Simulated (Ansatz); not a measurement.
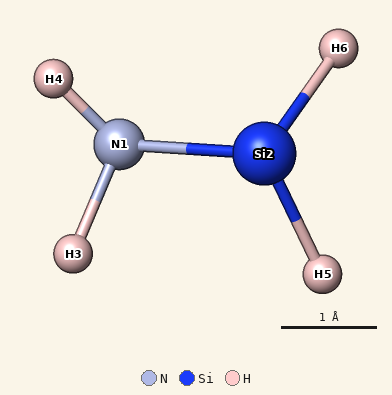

**Figure 1.** The structure as given in the input (ball-and-stick view, seen at a tilt; atoms are numbered from 1 in the order of the input). Bond lengths as drawn: H–N 1.00 to 1.31 Å, H–Si 1.49 to 1.60 Å and N–Si 1.77 Å.

**What a change does: single-point calculation on SiNH$_{4}$**

System: SiNH$_{4}$, charge −1.
Method of the first run: RHF-CCSD(T), frozen core/def2-TZVPPD (Ansatz 0.2.0).

The geometry: displaced from a GFN2-xTB structure. Text and figures count atoms from 1; the logs count them from 0 in places.

**Input, the first run**
```yaml
crystal:
  periodic: [false, false, false]
  atoms:
    - {symbol: N, position_ang: [-0.241800, -0.801500, 0.041800]}
    - {symbol: Si, position_ang: [0.466800, 0.810300, 0.245200]}
    - {symbol: H, position_ang: [0.729000, -1.318100, -0.665400]}
    - {symbol: H, position_ang: [-0.405100, -1.416700, 0.810900]}
    - {symbol: H, position_ang: [0.702500, 1.269700, -1.153000]}
    - {symbol: H, position_ang: [-0.893500, 1.560700, 0.630300]}
basis:
  gaussian: {orbitals: "def2-TZVPPD.json"}
total_charge: -1
correlation: {method: ccsd_t}
output: {forces: true}
```

Hardware: 4 CPU threads, shared host.

**Output (the first run)**
```
Functional definition: HF
  exchange = exact_x
  correlation = 0
865 factors; integrals over basis functions are off by at most 8.3e-4 eV
mean field evaluation 1: about -9404.4917 eV, gradient 1.7e1 eV
mean field evaluation 2: about -9404.4918 eV, gradient 1.7e1 eV
mean field evaluation 4: about -9405.8143 eV, gradient 2.8e0 eV
mean field evaluation 8: about -9405.8536 eV, gradient 1.3e-1 eV
mean field evaluation 16: about -9405.8453 eV, gradient 9.5e-1 eV
mean field -9405.85408887 eV, -345.6587622489 hartree, gradient 6.7e-6 eV, S^2 0.000000; 0 other end points of the search recorded, 0 dependent functions left out
6 core orbitals not correlated: weight in the atoms' cores, before any rotation towards them, 1.000 or more for the frozen orbitals, at most 0.000 for the correlated occupied ones
reference -9405.85408887 eV, -345.6587622489 hartree; 7, 7 occupied and 140, 140 virtual orbitals, 865 factors
second order -10.08862932 eV of doubles, -0.00000000 eV of singles
cycle   1  -10.50031921 eV  change   -4.1e-1 eV  update   8.5e-2
cycle   2  -10.85127986 eV  change   -3.5e-1 eV  update   2.8e-2
cycle   3  -10.91272987 eV  change   -6.1e-2 eV  update   1.3e-2
cycle   4  -10.90876720 eV  change    4.0e-3 eV  update   4.2e-3
cycle   5  -10.90850334 eV  change    2.6e-4 eV  update   2.0e-3
cycle   6  -10.90843502 eV  change    6.8e-5 eV  update   9.5e-4
cycle   7  -10.90803794 eV  change    4.0e-4 eV  update   5.3e-4
cycle   8  -10.90808417 eV  change   -4.6e-5 eV  update   3.2e-4
cycle   9  -10.90816112 eV  change   -7.7e-5 eV  update   1.6e-4
cycle  10  -10.90808315 eV  change    7.8e-5 eV  update   7.5e-5
cycle  11  -10.90812453 eV  change   -4.1e-5 eV  update   3.6e-5
cycle  12  -10.90812665 eV  change   -2.1e-6 eV  update   1.5e-5
cycle  13  -10.90813721 eV  change   -1.1e-5 eV  update   6.2e-6
cycle  14  -10.90813991 eV  change   -2.7e-6 eV  update   2.8e-6
perturbative correction -0.45418521 eV, -0.0166909984 hartree
the calculation of the forces begins
Total energy: -9417.21641398 eV, -346.0763199952 hartree
Atom 0 at    -0.241800    -0.801500     0.041800 Å, force     2.769130    -2.559719    -4.528526 eV/Å
Atom 1 at     0.466800     0.810300     0.245200 Å, force     0.401351     1.593374     2.266370 eV/Å
Atom 2 at     0.729000    -1.318100    -0.665400 Å, force    -3.767268     1.403287     2.925065 eV/Å
Atom 3 at    -0.405100    -1.416700     0.810900 Å, force     0.511355    -0.346457     0.599050 eV/Å
Atom 4 at     0.702500     1.269700    -1.153000 Å, force    -0.440477     0.000969    -0.748926 eV/Å
Atom 5 at    -0.893500     1.560700     0.630300 Å, force     0.525910    -0.091454    -0.513032 eV/Å
Dipole moment:    -0.191032    -0.705457    -0.162832 e Å
```

The second run used a changed input.

**The two runs side by side**

```csv
quantity,the first run,the second run
outcome,converged,converged
total energy (hartree),−346.076320,−346.577587
largest force (eV/Å),5.893,6.057
basis functions,153,153
wall time (shared host),24 s,2.1 s
```

Which change of the input explains these differences?

The change (lines with − go, lines with + come):
```diff
-correlation: {method: ccsd_t}
+hamiltonian: {xc: {name: wB97M-V}}
```

The total energies belong to different methods, so their difference says nothing on which is more stable or more accurate. The largest force goes from 5.893 to 6.057 eV/Å.

**Output (the second run)**
```
Functional definition: wB97M-V
  parameter omega = 0.3/bohr
  parameter cx = 0.15
  parameter cx01 = 1.007
  parameter cx10 = 0.259
  parameter css00 = 0.443
  parameter css04 = -1.437
  parameter css10 = -4.535
  parameter css20 = -3.390
  parameter css43 = 4.278
  parameter cos00 = 1.000
  parameter cos10 = 1.358
  parameter cos20 = 2.924
  parameter cos21 = -8.812
  parameter cos60 = -1.390
  parameter cos61 = 9.142
  parameter b = 6.0
  parameter c = 0.01
  gx(w, u) = 1 - cx + cx01*u + cx10*w
  gss(w, u) = css00 + css04*u^4 + css10*w + css20*w^2 + css43*w^4*u^3
  gos(w, u) = cos00 + cos10*w + (cos20 + cos21*u)*w^2 + (cos60 + cos61*u)*w^6
  exchange = spin_sum(e_x_unif_sr(omega)*gx(b97_w, b97_u_x)) + cx*exact_x_sr(omega) + exact_x_lr(omega)
  correlation = spin_sum(e_c_pw_mod_same_spin*gss(b97_w, b97_u_same))
      + integral(e_c_pw_mod_opposite_spin*gos(b97_w_opposite, b97_u_opposite)) + vv10(b, c)
725 factors; their error is unknown
213 factors; integrals over basis functions are off by at most 1.6e-5 eV
mean field evaluation 1: about -9430.0116 eV, gradient 1.5e1 eV
mean field evaluation 2: about -9430.7266 eV, gradient 7.0e0 eV
mean field evaluation 4: about -9430.8412 eV, gradient 1.1e0 eV
mean field evaluation 8: about -9430.8535 eV, gradient 6.7e-2 eV
mean field evaluation 16: about -9430.8565 eV, gradient 6.4e-4 eV
mean field -9430.85651451 eV, -346.5775844440 hartree, gradient 6.4e-5 eV, S^2 0.000000; 0 other end points of the search recorded, 0 dependent functions left out
the calculation of the forces begins
reference -9430.85657431 eV, -346.5775866416 hartree; 13, 13 occupied and 140, 140 virtual orbitals, 725 factors
Total energy: -9430.85657431 eV, -346.5775866416 hartree
Atom 0 at    -0.241800    -0.801500     0.041800 Å, force     3.062166    -2.609608    -4.527767 eV/Å
Atom 1 at     0.466800     0.810300     0.245200 Å, force     0.335853     1.420253     2.227122 eV/Å
Atom 2 at     0.729000    -1.318100    -0.665400 Å, force    -3.961865     1.524031     3.041836 eV/Å
Atom 3 at    -0.405100    -1.416700     0.810900 Å, force     0.495213    -0.255577     0.506937 eV/Å
Atom 4 at     0.702500     1.269700    -1.153000 Å, force    -0.464534     0.000934    -0.715518 eV/Å
Atom 5 at    -0.893500     1.560700     0.630300 Å, force     0.533167    -0.080035    -0.532609 eV/Å
Dipole moment:    -0.171964    -0.720699    -0.158465 e Å
```
